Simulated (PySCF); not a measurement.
## Electronic structure of C₄H₉FSi₂ (SMILES C[SiH2][C@H](F)C#C[SiH3]) in real space

```xyz
16

C    -2.1521    1.0755   -0.2047
Si   -1.9337   -0.6149    0.6229
C    -0.4913   -1.5236   -0.2991
F    -0.3180   -2.7724    0.3025
C     0.7354   -0.7686   -0.2452
C     1.7537   -0.1285   -0.1516
Si    3.3123    0.8509   -0.0381
H    -2.4482    0.9810   -1.2462
H    -1.2291    1.6487   -0.1762
H    -2.9177    1.6549    0.3013
H    -1.5470   -0.4909    2.0293
H    -3.1186   -1.4659    0.4708
H    -0.7466   -1.7379   -1.3452
H     3.0075    2.1138    0.6438
H     3.7935    1.1134   -1.3976
H     4.2922    0.0733    0.7218
```

Geometry: GFN2-xTB.

All numbers below come from PBE0/pcSseg-1, SCF density, gas phase, non-relativistic (PySCF 2.14.0).

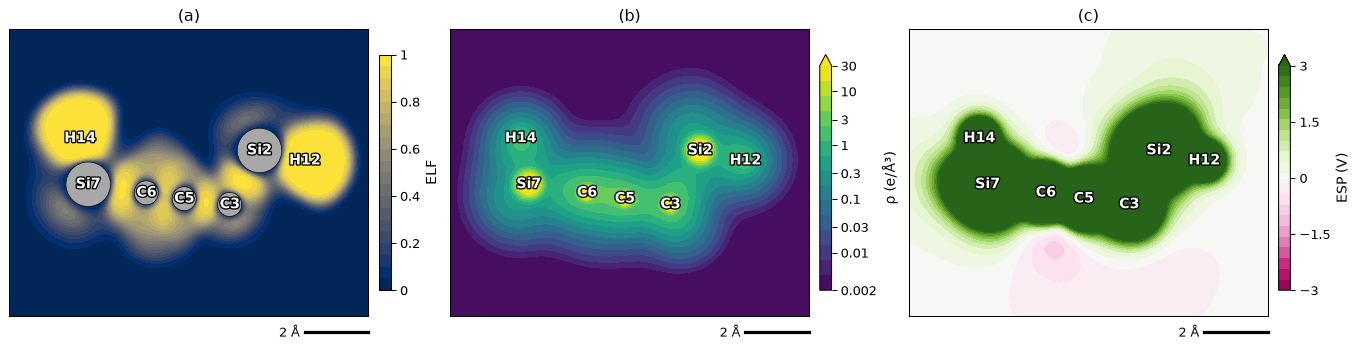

Figure 1. (a) ELF; (b) electron density; (c) electrostatic potential on the plane of atoms Si2, C3 and C5. Grey discs cover the atomic cores in the ELF map.

Question: Read the bonding off the picture.

Answer: Atoms in the plane: Si, C and H. C–C (1.21 Å): ρ is about 2.7 e/Å³ halfway; the ELF peaks at about 0.85 between the atoms (a short, multiple covalent bond). C–Si (1.84 Å): the density is about 0.93 e/Å³ at the midpoint; the ELF peaks at about 0.95 between the atoms; a shared electron pair. C–Si (1.94 Å): ρ is about 0.89 e/Å³ halfway; the ELF peaks at about 1 between the atoms (localised, covalent bonding). Si–H (1.47 Å): the density is about 0.81 e/Å³ at the midpoint; the ELF climbs to about 1 towards the hydrogen, as it does in any bond to H. Outside the dense part of the molecule the potential is most negative (−0.8 V) near C6.

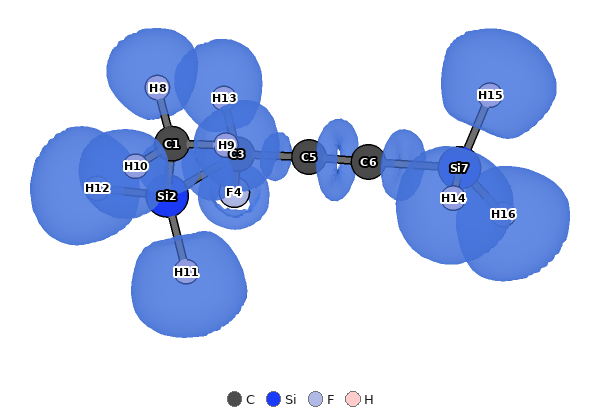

Figure 2. Isosurface of the electron localisation function at 0.85 (blue), seen from one side. Only the valence region is drawn (cores and ρ < 0.01 e/Å³ removed).

Question: What do the ELF domains correspond to?

Answer: The surface consists of two regions between bonded C–C atoms (shared pairs), three regions between bonded C–Si atoms (shared pairs), nine regions around hydrogen nuclei and one region wrapped around F (its lone pairs, merged into a ring or cap).


 C–F (1.40 Å): the ELF peaks at about 0.85 between the atoms (a polar covalent bond).

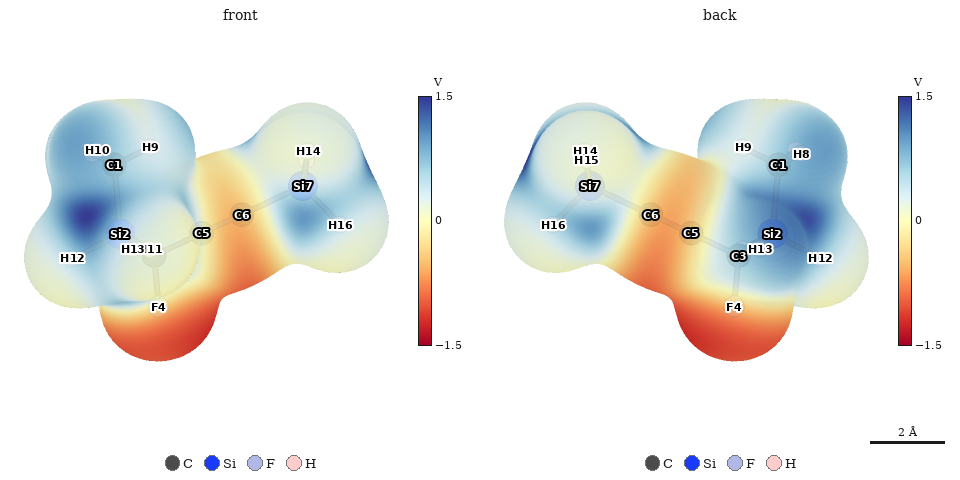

Figure 3. The electrostatic potential painted on the density surface at 0.002 e/bohr³, seen from the front and from behind; the colour scale runs from red (negative) to blue (positive).

Question: Describe the electrostatic potential map.

Answer: The most negative region (about −1.2 V) lies over F4, the most positive (about +1.4 V) over Si2 and Si7.
